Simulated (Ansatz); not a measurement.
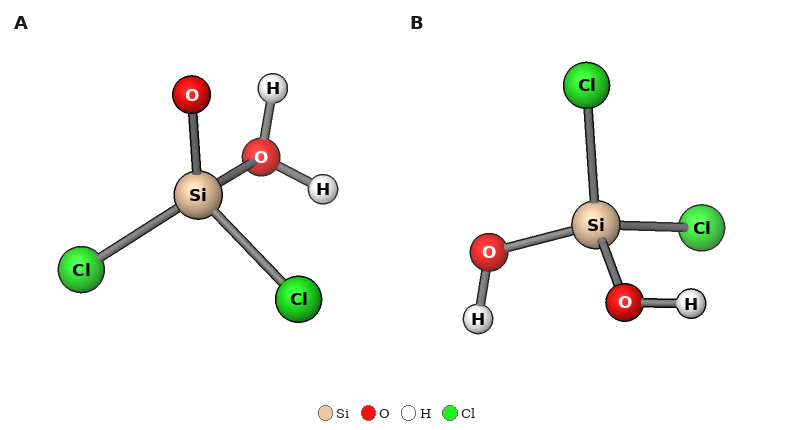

2 stationary structures of one formula. Geometries: PBE0-D4/def2-TZVP. Electronic energies: CCSD(T)/CBS (MP2 limit from def2-TZVPP and def2-QZVPP plus CCSD(T) − MP2) (Ansatz 0.2.0), without zero-point energy. Each is one conformer, not always the lowest.

### Which structure is the most stable?

B is lowest (C1, a minimum); A lies 209.8 kJ/mol above it (C1, a minimum).

Give E(B) − E(A) in kJ/mol at these levels too: PBE0-D4/def2-TZVPP; ωB97M-V/def2-SVP; RHF/STO-3G; ωB97X-V/def2-TZVPP; SPW92 (LDA)/def2-TZVPP; r2SCAN-D4/def2-TZVPP; CAM-B3LYP-D4/def2-TZVPP; PBE-D4/STO-3G.

```csv
level,E(B) − E(A) (kJ/mol)
PBE0-D4/def2-TZVPP,−207.6
ωB97M-V/def2-SVP,−202.3
RHF/STO-3G,−312.3
ωB97X-V/def2-TZVPP,−212.3
SPW92 (LDA)/def2-TZVPP,−192.7
r2SCAN-D4/def2-TZVPP,−205.3
CAM-B3LYP-D4/def2-TZVPP,−212.6
PBE-D4/STO-3G,−161.1
```
